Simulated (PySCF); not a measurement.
# triplet SF4 at 3 levels

Wanted: a comparison of 3 runs (UMP2/STO-3G, UCCSDT/STO-3G, FCI/STO-3G) of triplet SF4. Input form: a Python script.

Program for the calculation: PySCF 2.14.0.

2 further runs of the same task are left out: 2 set aside as unsound or not needed.

## 1. Starting point

The species is SF4 (5 atoms), meant as a triplet with charge 0. As SMILES of the parent species, `FS(F)(F)F`. The shape is that of a PBE0-D4/def2-TZVP optimisation. That shape belongs to the parent species and isn't relaxed for this state.

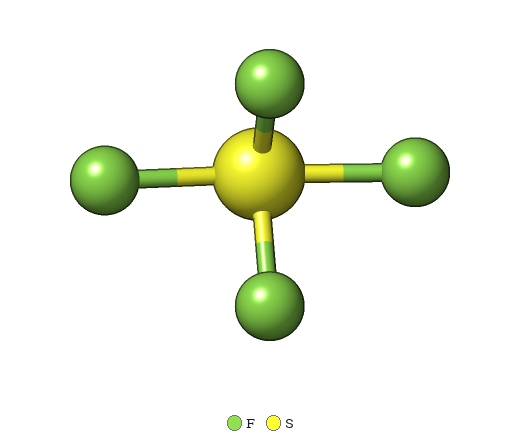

Viewed from a chosen angle; fluorine green, sulfur yellow.

## 2. A single-point energy at UMP2/STO-3G (run 1)

The input, job.py:

```python
from pyscf import gto, mp

molecule = gto.Mole()
molecule.atom = '''
F   -0.561200  -0.228000   1.172800
S    0.064000  -0.357400  -0.243000
F    1.536700  -0.462000   0.491400
F   -1.440100  -0.077300  -0.858200
F    0.400600   1.124600  -0.563100
'''
molecule.verbose = 3
molecule.max_memory = 1860
molecule.charge = 0
molecule.basis = 'sto-3g'
molecule.spin = 2
molecule.build()

mf = molecule.UHF()
mf.conv_tol = 1e-10
mf.kernel()
if not mf.converged:
    mf = mf.newton().run(mf.mo_coeff, mf.mo_occ)

pt = mp.MP2(mf, frozen=9).run()
energy = pt.e_tot
print('E = %.10f Eh' % energy)
```

Started as:

```bash
$ OMP_NUM_THREADS=1 python job.py
```

The program printed:

```text
WARN: HOMO 0.086776291335359 >= LUMO -0.376602403023568

converged SCF energy = -784.833451783026  <S^2> = 2.1188302  2S+1 = 3.0782009
E(UMP2) = -784.905572757105  E_corr = -0.0721209740789264
E(SCS-UMP2) = -784.9114001275  E_corr = -0.077948344473105
E = -784.9055727571 Eh
```

Run time: 0.82 s. Hardware: 1 thread of Arm Neoverse V1, shared host; peak memory 0.12 GiB.

## 3. A single-point energy at UCCSDT/STO-3G (run 2)

The input, input.py:

```python
from pyscf import gto, cc

system = gto.M(
    atom='''
F     -0.561200    -0.228000     1.172800
S      0.064000    -0.357400    -0.243000
F      1.536700    -0.462000     0.491400
F     -1.440100    -0.077300    -0.858200
F      0.400600     1.124600    -0.563100
''',
    verbose=3,
    spin=2,
    max_memory=1860,
    basis='sto-3g',
)

mf = system.UHF()
mf.conv_tol = 1e-10
mf.kernel()
if not mf.converged:
    mf = mf.newton().run(mf.mo_coeff, mf.mo_occ)

mycc = cc.CCSDT(mf, frozen=9)
mycc.kernel()
etot = mycc.e_tot
print('E(%s) = %.9f' % ('CCSDT', etot))
```

Started as:

```bash
$ OMP_NUM_THREADS=1 python input.py
```

The program printed:

```text
WARN: HOMO 0.086776291335359 >= LUMO -0.376602403023568

converged SCF energy = -784.833451783026  <S^2> = 2.1188302  2S+1 = 3.0782009
_make_eris_incore_UCCSDT

WARN: A large `blksize_v_aaa` is being used, which may cause large memory consumption
      for storing contraction intermediates. If memory is sufficient, consider using
      `pyscf.cc.uccsdt_highm.UCCSDT` instead.

WARN: A large `blksize_v_aab` is being used, which may cause large memory consumption
      for storing contraction intermediates. If memory is sufficient, consider using
      `pyscf.cc.uccsdt_highm.UCCSDT` instead.

UCCSDT converged
E(UCCSDT) = -784.9533573571102   E_corr = -0.1199055740837204
E_corr(same-spin) = -0.0163407336007243
E_corr(oppo-spin) = -0.103564840482996
E(CCSDT) = -784.953357357
```

It took 8.1 s on 1 thread of Arm Neoverse V1, shared host; peak memory 0.13 GiB.

## 4. A single-point energy at FCI/STO-3G (run 3)

The input, calc.py:

```python
from pyscf import gto, scf, mcscf

mol = gto.M(
    atom='''
F     -1.060514    -0.430858     2.216271
S      0.120942    -0.675388    -0.459203
F      2.903942    -0.873053     0.928611
F     -2.721395    -0.146076    -1.621763
F      0.757024     2.125186    -1.064105
''',
    max_memory=1860,
    spin=2,
    basis='sto-3g',
    charge=0,
    unit='bohr',
    verbose=3,
)

mf = scf.ROHF(mol)
mf.conv_tol = 1e-10
mf.kernel()
if not mf.converged:
    mf = mf.newton().run(mf.mo_coeff, mf.mo_occ)

cas = mcscf.CASCI(mf, mf.mo_coeff.shape[-1] - 9, (mol.nelec[0] - 9, mol.nelec[1] - 9))  # full CI above the frozen core
cas.fix_spin_(ss=2.0)
cas.kernel()
etot = cas.e_tot
print('Final energy', etot)
```

Started as:

```bash
$ OMP_NUM_THREADS=1 python calc.py
```

The program printed:

```text
converged SCF energy = -784.806064804059
CASCI E = -784.953743873894  E(CI) = -223.944905516554  S^2 = 2.0000000
Final energy -784.9537438738938
```

Run time: 3.1 min. Hardware: 1 thread of Arm Neoverse V1, shared host; peak memory 0.33 GiB.

## 5. Overview of the runs

```
run          level  energy (Eh)  dipole moment (D) of the reference  HOMO energy (eV)  LUMO energy (eV)  wall time
  1    UMP2/STO-3G  -784.905573                                1.34             -1.47              4.40     0.82 s
  2  UCCSDT/STO-3G  -784.953357                                1.34             -1.47              4.40      8.1 s
  3     FCI/STO-3G  -784.953744                                1.65                 –                 –    3.1 min
```

## 6. Results

```
                                          quantity          value
                               run 3: total energy  -784.95374 Eh
       run 3: dipole moment (Hartree–Fock density)         1.65 D
run 3: correlation energy (9 core orbitals frozen)     -147.7 mEh
```

In words: Against full CI in this basis: UMP2 +48.2 mEh; UCCSDT +0.4 mEh. In runs 1, 2, 3 the basis is minimal, so the values are rough. Spin contamination of the reference: run 1 ⟨S²⟩ = 2.12, run 2 ⟨S²⟩ = 2.12. All runs together took 3.2 min, the longest 3.1 min.
